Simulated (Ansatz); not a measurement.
**Work function of Ca(100): what the settings cost and change**

Aim: the work function of Ca(100) against thickness and vacuum, with the cost.

Main program and level: Ansatz 0.2.0; plane-wave DFT, PBE, Ansatz PAW.

### 1. The structure

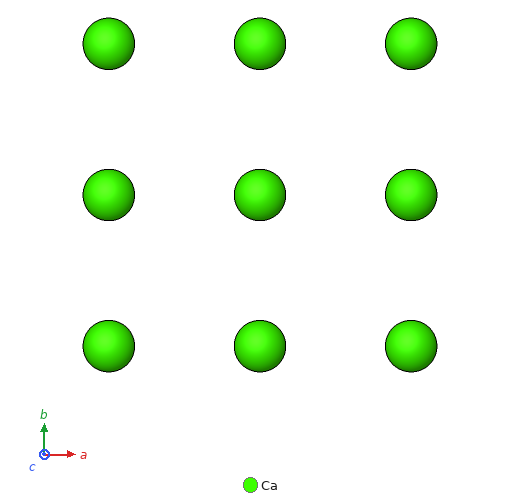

The starting structure, seen from above (calcium green). 3×3×1 cells are drawn.

The cell holds 1 atom: 1 Ca. Cell: a = 3.946 Å, b = 3.946 Å, c = 18.000 Å, α = 90.0°, β = 90.0°, γ = 90.0°. Vacuum lies along c.

### 2. Run, setting 1 layer

A work function rests on the faint tail of the density, so the SCF threshold is tight. The slab grows from one layer, at fixed mesh and 18 Å of vacuum; then the vacuum is varied on one slab.

File input.yaml:

```yaml
crystal:
  lattice:
    - [3.945655839, 0.0, 0.0]
    - [0.0, 3.945655839, 0.0]
    - [0.0, 0.0, 18.0]
  atoms:
    - { symbol: Ca, position: [0.5, 0.5, 0.5] }
kpoints:
  mp_grid: { grid: [10, 10, 1] }
hamiltonian:
  xc: pbe
scf:
  occupations: { method: fermi_dirac, width: 0.1 }
  convergence: { dr2_threshold: 1.0e-09 }
efield:
  axis: 3
  dipole_correction: true
  ramp_position: 0.97
  ramp_width: 0.06
output:
  write_potential: true
  write_density: true
  volumetric_format: npy
  elf: true
```

Launch:

```bash
> ansatz run input.yaml --threads 2 --pin off --max-ram 3072MiB --backend cpu --events-out ev --progress --plain --runs-dir out
```

Numbers of over 12 decimals in the logs are rounded to 6 here.

The log of the run:

```text
Engine: ansatz 0.2.0, aarch64-unknown-linux-gnu
Pseudopotentials: kind: paw
Pseudopotential: Ca, paw, valence charge 10, recommended cutoff 420 eV (normal), Ca.paw.azcp
Functional definition: PBE
  parameter kappa = 0.804
  parameter beta = 0.066725
  exchange = pbe_x(kappa = kappa, mu = beta*pi^2/3)
  correlation = pbe_c(beta = beta)
Crystal: 1 atoms, lattice volume = 280.228 Å³
Basis set: ecut = 420 eV, 5549 PW (Γ)
Bands: 9, of which v1, the nominal top of the filled ones, is band 5 counted from 1 (4 counted from 0)
Symmetry: 8 space group operations
k-points: 21 of 100
Non-local potential: Ca, projectors of the file, l = 0: 3, l = 1: 2, l = 2: 2
PAW form: soft (Blöchl's): semilocal exchange-correlation on the pseudo side does not see the compensation charge
PAW one-centre angular grid: Ca, 110 points (default); XC on 64 Gauss nodes
Initial density: superposition of atomic densities (neutral atoms: chi_scale 0, normalization atom), corrected by the library's trained network
Initial wavefunctions: pseudopotential atomic-orbital guess
Functional: x = pbe(κ = 0.804, μ = 0.219515), c = pbe(β = 0.066725)
SCF iter   1: F=—  HF=-1815.861427 eV  |F-HF|=—  |Δ(HF+E_count)|=         —  Δρ=8.03e-4  dr2=1.96e-3  ethr=1.77e-3  p=-0.000 e·Å  D=-1.23e-15 V/Å  ΔV_dip=0.00 eV  dr2_dipole=1.22e-12  V_vac-E_F(+/−)=2.84/2.84 eV  ⟨swp⟩=9.7  Hψ=1955  notcnv=0
efield: sawtooth ramp at fractional position 0.9700 (set: `efield.ramp_position`, or a place that a band, a saddle search or an elastic batch's reference lends), width 0.0600; the density the first Hamiltonian is built on has a dipole p = -0.000 e·Å; the dipole correction subtracts the counter field D = -1.23e-15 V/Å, which shifts the + side's vacuum level by +0.00 eV against the − side's; the planar-averaged density in the ramp window peaks in size at 1.3e-5 e/Å³
preconditioner: auto → LDOS  [metal: Δε(μ)=0.034 eV  Ē_g=2.255 eV  σ=0.100 eV  W_gap=0.08  n_scr=8 (ndim 8)  ℏωp=3.1 eV  f_vac=0.664  D(μ)=1.73/eV (n_scr^D=6)  β→1.0]
SCF iter   2: F=—  HF=-1815.863611 eV  |F-HF|=—  |Δ(HF+E_count)|=   2.18e-3  Δρ=3.50e-4  dr2=1.02e-3  ethr=1.96e-5  p=-0.000 e·Å  D=-2.96e-8 V/Å  ΔV_dip=0.00 eV  dr2_dipole=4.76e-12  V_vac-E_F(+/−)=2.77/2.77 eV  ⟨swp⟩=3.1  Hψ=505  notcnv=0
SCF iter   3: F=—  HF=-1815.863523 eV  |F-HF|=—  |Δ(HF+E_count)|=   8.86e-5  Δρ=1.21e-4  dr2=1.75e-4  ethr=1.02e-5  p=0.000 e·Å  D=1.14e-7 V/Å  ΔV_dip=-0.00 eV  dr2_dipole=5.47e-12  V_vac-E_F(+/−)=2.74/2.74 eV  ⟨swp⟩=1.3  Hψ=196  notcnv=0
SCF iter   4: F=—  HF=-1815.863513 eV  |F-HF|=—  |Δ(HF+E_count)|=   9.81e-6  Δρ=5.23e-5  dr2=6.78e-6  ethr=1.75e-6  p=-0.000 e·Å  D=-2.00e-7 V/Å  ΔV_dip=0.00 eV  dr2_dipole=3.03e-11  V_vac-E_F(+/−)=2.72/2.72 eV  ⟨swp⟩=2.1  Hψ=239  notcnv=0
SCF iter   5: F=—  HF=-1815.863513 eV  |F-HF|=—  |Δ(HF+E_count)|=   2.53e-7  Δρ=1.46e-5  dr2=6.42e-7  ethr=6.78e-8  p=0.000 e·Å  D=1.59e-7 V/Å  ΔV_dip=-0.00 eV  dr2_dipole=1.12e-11  V_vac-E_F(+/−)=2.72/2.72 eV  ⟨swp⟩=2.0  Hψ=329  notcnv=0
SCF iter   6: F=—  HF=-1815.863528 eV  |F-HF|=—  |Δ(HF+E_count)|=   1.48e-5  Δρ=3.98e-6  dr2=4.95e-8  ethr=6.42e-9  p=-0.000 e·Å  D=-1.72e-7 V/Å  ΔV_dip=0.00 eV  dr2_dipole=1.50e-11  V_vac-E_F(+/−)=2.72/2.72 eV  ⟨swp⟩=2.0  Hψ=221  notcnv=0
SCF iter   7: F=—  HF=-1815.863528 eV  |F-HF|=—  |Δ(HF+E_count)|=   6.35e-8  Δρ=7.98e-7  dr2=3.48e-9  ethr=4.95e-10  p=0.000 e·Å  D=2.45e-7 V/Å  ΔV_dip=-0.00 eV  dr2_dipole=3.44e-11  V_vac-E_F(+/−)=2.72/2.72 eV  ⟨swp⟩=2.0  Hψ=231  notcnv=0
SCF iter   8: F=-1815.863528 eV  HF=-1815.863528 eV  |F-HF|=4.23e-10  |Δ(HF+E_count)|=   3.34e-9  Δρ=3.62e-7  dr2=5.79e-10  ethr=1.00e-11  p=-0.000 e·Å  D=-3.34e-7 V/Å  ΔV_dip=0.00 eV  dr2_dipole=5.80e-11  V_vac-E_F(+/−)=2.72/2.72 eV  ⟨swp⟩=3.3  Hψ=604  notcnv=0
SCF 1 converged in 8 iterations: F = -1815.863528 eV  dr2 = 5.79e-10
  greatest PAW one-centre occupation: 0.996 electrons in one spin orbital (limit 2), on the Ca atom at site 0 (counted from 0), in its partial waves of l = 0
WARN: The output density's exchange-correlation potential varies sharply where the density is thin. Do not read a vacuum level from v_tot or v_xc, or from such a field of the output density. On a cell that repeats whose density bears no net charge and no dipole along the vacuum's axis use v_es (v_loc + v_h of the components); under efield.dipole_correction with no amplitude use v_es + v_field, which holds any externa [...]
SCF converged after 8 iterations
Free energy (F): -1815.863528 eV
Harris-Foulkes:  -1815.863528 eV  (|F-HF|=4.23e-10)
Internal energy: -1815.806000 eV  (E = F + TS)
E sigma→0 (E₀):  -1815.834764 eV
Entropy (-TS):   -0.057528 eV (-57.528 meV/atom)
Fermi energy:    -1.397688 eV
Dipole field:    D = 0.000008 V/Å  (p = 0.000013 e·Å, saw-weighted, corrected)
Work function:   Φ+ = 2.7161 eV   Φ− = 2.7163 eV
Levels:          The Fermi level and band energies are counted from a zero that moves with the ramp; work functions are not
--- Per-component energies (eV) ---
  E_band       = -248.489409
  E_kinetic    = 272.925715
  E_local      = -2286.496502  (includes V_loc(G=0)·N_el)
  E_nonlocal   = 63.605345
  E_hartree    = 966.547873
  E_xc         = -134.294851
  E_vxc        = -167.238806  (∫ρ·V_xc dr)
  E_paw        = -858.129077  (= ΣΔE_a)
  E_vpaw       = -64.380753  (= ΣTr[D̂ρ^β])
  E_aug_tail   = -0.000006  (compensation charges beyond the density's cutoff)
  E_efield     = 0.000000  (sawtooth field / dipole correction)
  E_vefield    = 0.000000  (∫n·V_field dr)
  E_ewald      = 160.035503
  E_smearing   = -0.057528  (= −TS)
  E_closure    = -0.000000  (closes the sum)
  Σ components = -1815.863528   (vs F -1815.863528, Δ=0.00e0)
--- Band table (eV; the first three rows and the last of 21) ---
  k-point 0: bands = ["-44.7083", "-25.7855", "-25.5683", "-25.5683", "-4.1324", "-1.3032", "-0.7609", "-0.5858", "0.7919"]
  k-point 1: bands = ["-44.7079", "-25.7850", "-25.5740", "-25.5678", "-4.0215", "-1.2543", "-0.7317", "-0.5296", "0.7319"]
  k-point 2: bands = ["-44.7070", "-25.7836", "-25.5892", "-25.5666", "-3.6972", "-1.1266", "-0.6800", "-0.3783", "0.6397"]
  k-point 20: bands = ["-44.7010", "-25.7746", "-25.6222", "-25.6222", "-1.3335", "-0.2745", "-0.2745", "0.1744", "0.6410"]
```

It took 13 s on 2 threads of Arm Neoverse N1, shared host; peak memory 0.43 GiB.

Reading the cycles: dr2 is the Hartree energy of the density residual (eV), the measure of convergence; HF is the Harris–Foulkes estimate of the energy, which meets the free energy F at convergence.

Numbers from this step:

| Property | Result |
| --- | --- |
| energy at zero smearing | -1815.8348 eV |
| work function, upper face | 2.716 eV |

Running mean over 2.79 Å of the planar mean; the ramp of the sawtooth is left out. The electron's electrostatic potential energy less the Fermi level by z:

| z (Å) | electron's electrostatic potential energy less the Fermi level (eV) |
| --- | --- |
| 3 | 2.72 |
| 4 | 2.71 |
| 5 | 2.68 |
| 6 | 2.49 |
| 7 | 1.42 |
| 8 | -1.93 |
| 9 | -3.19 |
| 10 | -1.93 |
| 11 | 1.42 |
| 12 | 2.49 |
| 13 | 2.68 |
| 14 | 2.71 |
| 15 | 2.72 |

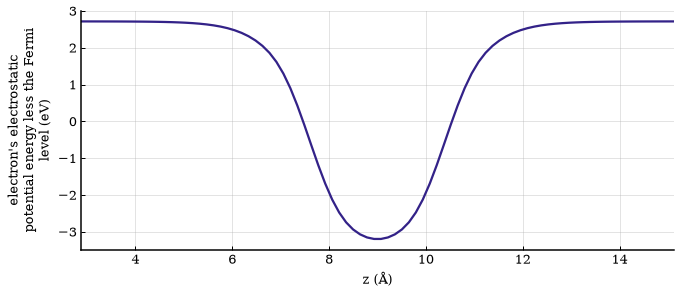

Electron's electrostatic potential energy less the Fermi level against z.

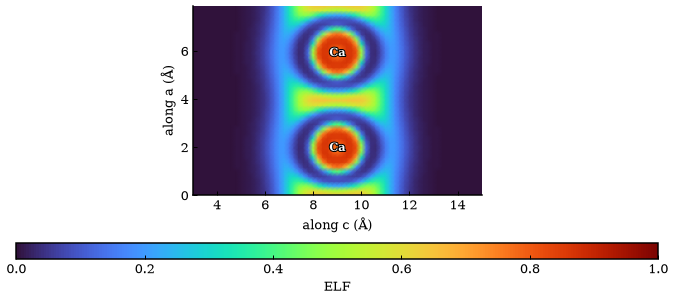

ELF in the ca plane at fractional y = 0.500, with atoms of Ca within 0.2 Å of it. It is the smooth field of the valence electrons, not physical close to the nuclei. The far vacuum is left out of the map.

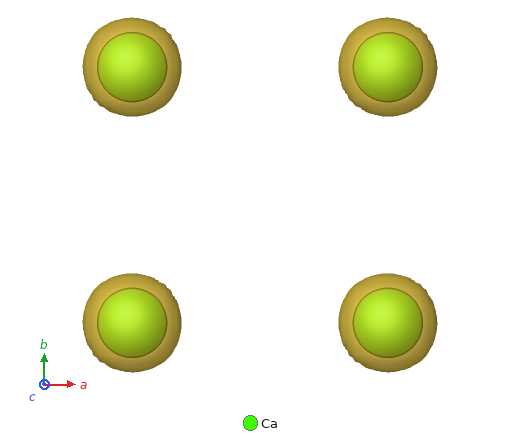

Surface of ELF = 0.79. 2×2×1 cells are drawn.

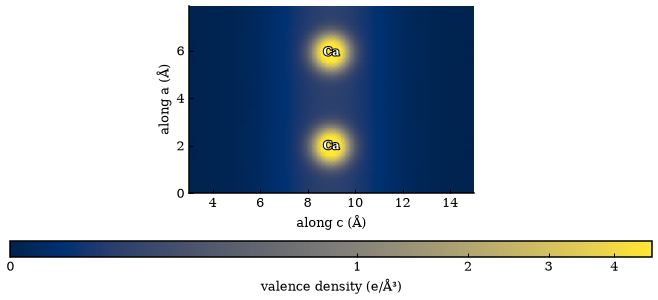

Valence density in the ca plane at fractional y = 0.500, with atoms of Ca within 0.2 Å of it. It is the smooth field of the valence electrons, not physical close to the nuclei. The colour scale is stretched toward low values. The far vacuum is left out of the map.

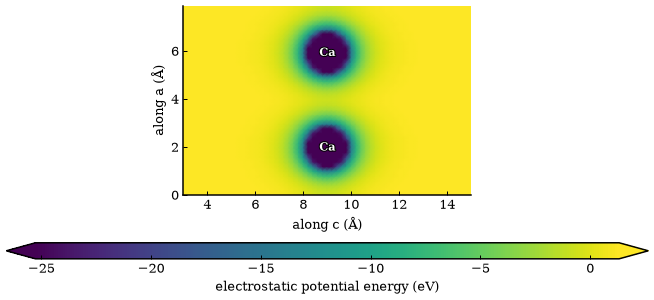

Electrostatic potential energy in the ca plane at fractional y = 0.500, with atoms of Ca within 0.2 Å of it. With pseudopotentials it is smooth inside the atoms' cores, unlike the true potential. The far vacuum is left out of the map.

The work function is 2.716 eV.

### 3. Slab, 2 atoms

System of this step: Ca(100). The cell holds 2 atoms: 2 Ca. Its edges and angles: a = 3.946 Å, b = 3.946 Å, c = 20.790 Å, α = 90.0°, β = 90.0°, γ = 90.0°. Vacuum lies along c.

input.yaml, the sections that differ from step 2:

```yaml
crystal:
  lattice:
    - [3.945655839, 0.0, 0.0]
    - [0.0, 3.945655839, 0.0]
    - [0.0, 0.0, 20.79]
  atoms:
    - { symbol: Ca, position: [0.5, 0.5, 0.4329004329] }
    - { symbol: Ca, position: [0.0, 0.0, 0.5670995671] }
output:
  write_potential: true
  write_density: true
  volumetric_format: npy
# kpoints, hamiltonian, scf, efield: as in step 2
```

The log of the run:

```text
[...]
Crystal: 2 atoms, lattice volume = 323.663 Å³
Basis set: ecut = 420 eV, 6389 PW (Γ)
Bands: 14, of which v1, the nominal top of the filled ones, is band 10 counted from 1 (9 counted from 0)
Symmetry: 8 space group operations
k-points: 21 of 100
[...]
k-point 0: bands = [... 6 lower, -24.0928, -24.0928, -3.9761, -2.3467, -0.3225, 0.0895, 0.1305, 0.8874]
  k-point 1: bands = [... 6 lower, -24.0991, -24.0929, -3.8678, -2.2433, -0.2765, 0.0842, 0.1870, 0.9065]
  k-point 2: bands = [... 6 lower, -24.1106, -24.0931, -3.5508, -1.9447, -0.1551, -0.0066, 0.3520, 0.9336]
  k-point 20: bands = [... 6 lower, -24.1431, -24.1431, -0.6270, -0.6270, -0.0916, -0.0916, 1.1855, 1.1855]
[key lines of the parts left out:]
SCF converged after 9 iterations
Free energy (F): -3632.864074 eV
Fermi energy:    -0.582623 eV
Dipole field:    D = 0.000007 V/Å  (p = 0.000012 e·Å, saw-weighted, corrected)
Work function:   Φ+ = 2.7206 eV   Φ− = 2.7207 eV
```

Elapsed: 23 s, on 2 threads; peak memory 0.44 GiB; 26 s of CPU time.

The work function is 2.721 eV, +0.004 eV from the run “1 layer”, at 1.5 times its CPU time.

### 4. Slab, 3 atoms

System of this step: Ca(100). The cell holds 3 atoms: 3 Ca. Cell: a = 3.946 Å, b = 3.946 Å, c = 23.580 Å, α = 90.0°, β = 90.0°, γ = 90.0°. Vacuum lies along c.

input.yaml, the sections that differ from step 3:

```yaml
crystal:
  lattice:
    - [3.945655839, 0.0, 0.0]
    - [0.0, 3.945655839, 0.0]
    - [0.0, 0.0, 23.58]
  atoms:
    - { symbol: Ca, position: [0.0, 0.0, 0.3816793893] }
    - { symbol: Ca, position: [0.5, 0.5, 0.5] }
    - { symbol: Ca, position: [0.0, 0.0, 0.6183206107] }
# kpoints, hamiltonian, scf, efield, output: as in step 3
```

The log of the run:

```text
[...]
Crystal: 3 atoms, lattice volume = 367.098 Å³
Basis set: ecut = 420 eV, 7215 PW (Γ)
Bands: 19, of which v1, the nominal top of the filled ones, is band 15 counted from 1 (14 counted from 0)
Symmetry: 8 space group operations
k-points: 21 of 100
[...]
k-point 1: bands = [... 11 lower, -22.9186, -3.5051, -2.5552, -1.1887, 0.4097, 0.6448, 0.6995, 1.0162, ... 4 higher]
  k-point 2: bands = [... 11 lower, -22.9173, -3.1857, -2.2522, -0.9108, 0.5130, 0.5337, 0.8613, 0.9528, ... 4 higher]
  k-point 20: bands = [... 11 lower, -22.9466, -0.1803, -0.1453, 0.1830, 0.5593, 0.5593, 0.6766, 0.6766, ... 4 higher]
[key lines of the parts left out:]
SCF converged after 9 iterations
Free energy (F): -5449.741530 eV
Fermi energy:    0.024534 eV
Dipole field:    D = -0.000000 V/Å  (p = -0.000001 e·Å, saw-weighted, corrected)
Work function:   Φ+ = 2.7621 eV   Φ− = 2.7621 eV
```

The job ended after 44 s (2 threads; peak memory 0.53 GiB).

The work function is 2.762 eV, +0.042 eV from the run “2 layers”, at 1.9 times its CPU time.

### 5. Run, 4 atoms

System of this step: Ca(100). The cell holds 4 atoms: 4 Ca. Its edges and angles: a = 3.946 Å, b = 3.946 Å, c = 26.370 Å, α = 90.0°, β = 90.0°, γ = 90.0°. Vacuum lies along c.

input.yaml, the sections that differ from step 4:

```yaml
crystal:
  lattice:
    - [3.945655839, 0.0, 0.0]
    - [0.0, 3.945655839, 0.0]
    - [0.0, 0.0, 26.37]
  atoms:
    - { symbol: Ca, position: [0.5, 0.5, 0.3412969283] }
    - { symbol: Ca, position: [0.0, 0.0, 0.4470989761] }
    - { symbol: Ca, position: [0.5, 0.5, 0.5529010239] }
    - { symbol: Ca, position: [0.0, 0.0, 0.6587030717] }
# kpoints, hamiltonian, scf, efield, output: as in step 4
```

The log of the run:

```text
[...]
Crystal: 4 atoms, lattice volume = 410.533 Å³
Basis set: ecut = 420 eV, 8073 PW (Γ)
Bands: 24, of which v1, the nominal top of the filled ones, is band 20 counted from 1 (19 counted from 0)
Symmetry: 8 space group operations
k-points: 21 of 100
[...]
k-point 1: bands = [... 16 lower, -3.1302, -2.5145, -1.5272, -0.4461, 0.9482, 1.1018, 1.1577, 1.3435, ... 4 higher]
  k-point 2: bands = [... 16 lower, -2.8087, -2.2070, -1.2382, -0.1797, 0.9947, 1.0437, 1.2495, 1.3029, ... 4 higher]
  k-point 20: bands = [... 16 lower, 0.2510, 0.2510, 0.6017, 0.6017, 1.0652, 1.0652, 1.0874, 1.0874, ... 4 higher]
[key lines of the parts left out:]
SCF converged after 9 iterations
Free energy (F): -7266.619167 eV
Fermi energy:    0.517417 eV
Dipole field:    D = 0.000006 V/Å  (p = 0.000013 e·Å, saw-weighted, corrected)
Work function:   Φ+ = 2.7771 eV   Φ− = 2.7773 eV
```

Wall time 57 s (2 threads); peak memory 0.6 GiB; 64 s of CPU time.

The work function is 2.777 eV, +0.015 eV from the run “3 layers”, at 1.3 times its CPU time.

### 6. Run, 5 atoms

System of this step: Ca(100). The cell holds 5 atoms: 5 Ca. Its edges and angles: a = 3.946 Å, b = 3.946 Å, c = 29.160 Å, α = 90.0°, β = 90.0°, γ = 90.0°. Vacuum lies along c.

input.yaml, the sections that differ from step 5:

```yaml
crystal:
  lattice:
    - [3.945655839, 0.0, 0.0]
    - [0.0, 3.945655839, 0.0]
    - [0.0, 0.0, 29.16]
  atoms:
    - { symbol: Ca, position: [0.0, 0.0, 0.3086419753] }
    - { symbol: Ca, position: [0.5, 0.5, 0.4043209877] }
    - { symbol: Ca, position: [0.0, 0.0, 0.5] }
    - { symbol: Ca, position: [0.5, 0.5, 0.5956790123] }
    - { symbol: Ca, position: [0.0, 0.0, 0.6913580247] }
# kpoints, hamiltonian, scf, efield, output: as in step 5
```

The log of the run:

```text
[...]
Crystal: 5 atoms, lattice volume = 453.969 Å³
Basis set: ecut = 420 eV, 8913 PW (Γ)
Bands: 30, of which v1, the nominal top of the filled ones, is band 25 counted from 1 (24 counted from 0)
Symmetry: 8 space group operations
k-points: 21 of 100
[...]
k-point 0: bands = [... 21 lower, -2.4635, -1.7563, -0.8489, 0.0220, 1.3424, 1.4426, 1.5364, 1.6766, ... 6 higher]
  k-point 1: bands = [... 21 lower, -2.3570, -1.6543, -0.7521, 0.1134, 1.3801, 1.4771, 1.5453, 1.6704, ... 6 higher]
  k-point 2: bands = [... 21 lower, -2.0453, -1.3583, -0.4746, 0.3731, 1.3817, 1.4688, 1.5640, 1.6715, ... 6 higher]
  k-point 20: bands = [... 21 lower, 0.6140, 0.8752, 0.9142, 1.0966, 1.4735, 1.4735, 1.4771, 1.4771, ... 6 higher]
[key lines of the parts left out:]
SCF converged after 10 iterations
Free energy (F): -9083.501978 eV
Fermi energy:    0.916324 eV
Dipole field:    D = 0.000000 V/Å  (p = 0.000000 e·Å, saw-weighted, corrected)
Work function:   Φ+ = 2.7853 eV   Φ− = 2.7853 eV
```

Run time: 84 s. Hardware: 2 threads; peak memory 0.71 GiB; 93 s of CPU time.

The work function is 2.785 eV, +0.008 eV from the run “4 layers”, at 1.5 times its CPU time.

### 7. Slab, 6 atoms

System of this step: Ca(100). The cell holds 6 atoms: 6 Ca. Its edges and angles: a = 3.946 Å, b = 3.946 Å, c = 31.950 Å, α = 90.0°, β = 90.0°, γ = 90.0°. Vacuum lies along c.

input.yaml, the sections that differ from step 6:

```yaml
crystal:
  lattice:
    - [3.945655839, 0.0, 0.0]
    - [0.0, 3.945655839, 0.0]
    - [0.0, 0.0, 31.95]
  atoms:
    - { symbol: Ca, position: [0.5, 0.5, 0.2816901408] }
    - { symbol: Ca, position: [0.0, 0.0, 0.3690140845] }
    - { symbol: Ca, position: [0.5, 0.5, 0.4563380282] }
    - { symbol: Ca, position: [0.0, 0.0, 0.5436619718] }
    - { symbol: Ca, position: [0.5, 0.5, 0.6309859155] }
    - { symbol: Ca, position: [0.0, 0.0, 0.7183098592] }
# kpoints, hamiltonian, scf, efield, output: as in step 6
```

The log of the run:

```text
[...]
Crystal: 6 atoms, lattice volume = 497.404 Å³
Basis set: ecut = 420 eV, 9763 PW (Γ)
Bands: 36, of which v1, the nominal top of the filled ones, is band 30 counted from 1 (29 counted from 0)
Symmetry: 8 space group operations
k-points: 21 of 100
[...]
k-point 0: bands = [... 26 lower, -1.7551, -1.0456, -0.2497, 0.4630, 1.6948, 1.7582, 1.8662, 1.9687, ... 8 higher]
  k-point 1: bands = [... 26 lower, -1.6515, -0.9466, -0.1554, 0.5533, 1.7324, 1.7942, 1.8719, 1.9623, ... 8 higher]
  k-point 2: bands = [... 26 lower, -1.3497, -0.6608, 0.1139, 0.8090, 1.7091, 1.8045, 1.8624, 1.9825, ... 8 higher]
  k-point 20: bands = [... 26 lower, 1.1417, 1.1417, 1.3914, 1.3914, 1.8090, 1.8090, 1.8094, 1.8094, ... 8 higher]
[key lines of the parts left out:]
SCF converged after 10 iterations
Free energy (F): -10900.378879 eV
Fermi energy:    1.251244 eV
Dipole field:    D = 0.000003 V/Å  (p = 0.000007 e·Å, saw-weighted, corrected)
Work function:   Φ+ = 2.7848 eV   Φ− = 2.7849 eV
```

Elapsed: 2 min, on 2 threads; peak memory 0.82 GiB.

The work function is 2.785 eV, -0.001 eV from the run “5 layers”, at 1.3 times its CPU time.

[end of part 1 of 2]

[Logs are printed without paths, hosts, clocks, repeated set-up lines and the standing remarks that a program may print on its own settings, such as how far it seeks lower states.]

[Hosts, paths, dates, database ids (printed as entryN), source tags and the programs' standing remarks are cut or masked in the printed files.]

[Maps of the electrostatic potential energy from Ansatz leave out the sawtooth potential of an applied field or a dipole correction, so their vacuum need not be flat; planar profiles and work functions include it.]
